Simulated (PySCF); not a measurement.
# C4H7N3OSi (SMILES Cc1ncnnc1O[SiH3]): what the fields show

The calculation's input:

```
{"job": {"kind": "uv", "xc": "wB97X-D", "basis": "def2-SVPD", "nstates": 8, "ntriplets": 3}, "charge": 0, "multiplicity": 1}
C      0.508058     1.126257     1.887097
C      0.893891     0.365560     0.670119
N      2.163167     0.143761     0.408700
C      2.434310    -0.546407    -0.701976
N      1.552778    -1.017511    -1.546868
N      0.281053    -0.809686    -1.309144
C     -0.081512    -0.137615    -0.233634
O     -1.366551     0.055294    -0.019779
Si    -2.543180    -0.512533    -1.047587
H     -0.060782     2.010646     1.603121
H     -0.134997     0.511721     2.515724
H      1.399680     1.415943     2.434907
H      3.475901    -0.731588    -0.920149
H     -3.679564     0.002937    -0.293458
H     -2.476391    -1.966905    -1.099624
H     -2.373462     0.099071    -2.358859
```

Run with:

```sh
OMP_NUM_THREADS=1 python probes_run.py task.json out
```

Geometry: GFN2-xTB.

Theory: wB97X-D/def2-SVPD, SCF density, gas phase in PySCF 2.14.0.

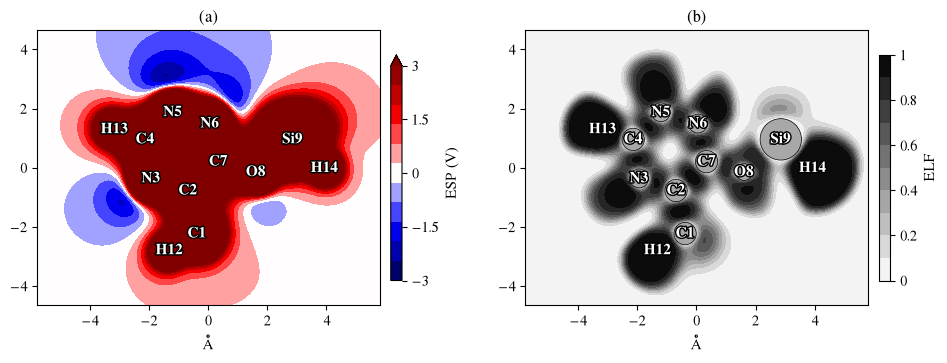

Figure 1. (a) electrostatic potential; (b) ELF on the plane of atoms N3, C4 and N5. Grey discs cover the atomic cores in the ELF map.

**Read the bonding off the picture.**

- Atoms in the plane: C, N, O, Si and H.
- C–N (1.31 Å): the ELF peaks at about 0.90 between the atoms, as expected for localised, covalent bonding.
- N–N (1.31 Å): the ELF peaks at about 0.90 between the atoms (a covalent bond).
- C–O (1.32 Å): the ELF peaks at about 0.90 between the atoms, as expected for a polar covalent bond.
- C–C (1.42 Å): the ELF peaks at about 0.95 between the atoms: a covalent bond.
- Si–O (1.66 Å): the ELF peaks at about 0.90 between the atoms; a shared but strongly polarised pair.
- The ELF also peaks beside N3, O8, N6 and N5, away from the bonds: lone-pair regions.
- Outside the dense part of the molecule the potential is most negative (−2.5 V) near N5.

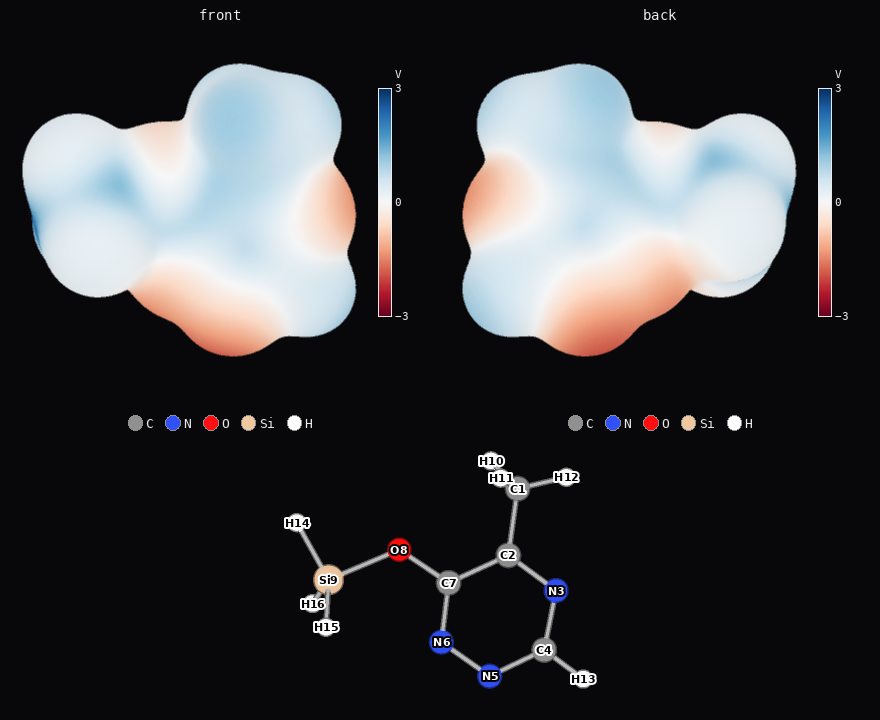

Figure 2. The molecular electrostatic potential painted on the density surface at 0.002 e/bohr³, seen from the front and from behind; the colour scale runs from red (negative) to blue (positive). The bare structure is drawn below in the same view.

**Describe the electrostatic potential map.**

The most negative region (about −1.8 V) lies over N5, the most positive (about +2.0 V) over Si9. N5 is the likeliest acceptor of a hydrogen bond.

**What dipole moment does the calculation give?**

Its dipole moment is 2.49 D.
